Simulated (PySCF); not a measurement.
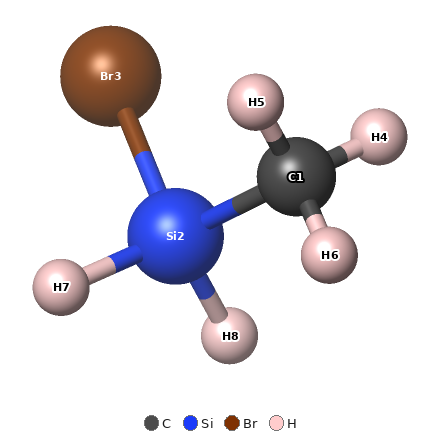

CH₅BrSi, SMILES C[SiH2]Br. Vertical core-electron binding energies by ΔSCF (HF, pcX-2 on the ionised atom, pcseg-1 elsewhere, spin-free X2C; PySCF 2.14.0, at a PBE0-D3(BJ)/def2-SVP geometry (no frequency check)), gas phase, against the vacuum level. One atom of each kind was ionised; within a panel, areas follow the number of like atoms and 2j + 1 (2p levels are split by first-order spin-orbit coupling, an approximation), each panel is scaled alone, Gaussians of 0.6 eV full width. Only the regions named are shown. Lines closer than the width merge in the curve.

Predict the Si 2p and Si 1s photoelectron lines.

Answer.
```tsv
level	atoms	binding energy (eV)
Si 2p1/2	Si2	107.7
Si 2p3/2	Si2	107.1
Si 1s	Si2	1848.4
```

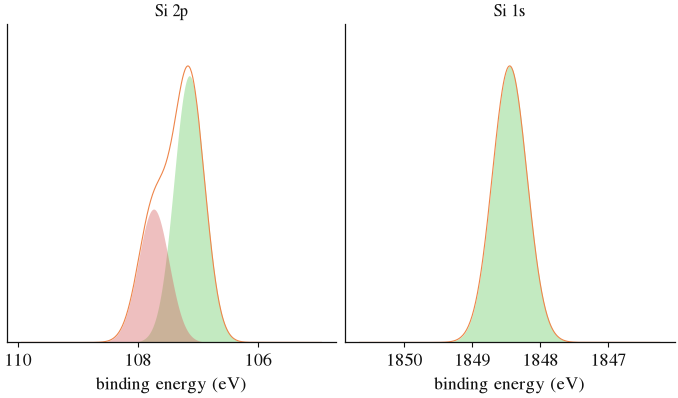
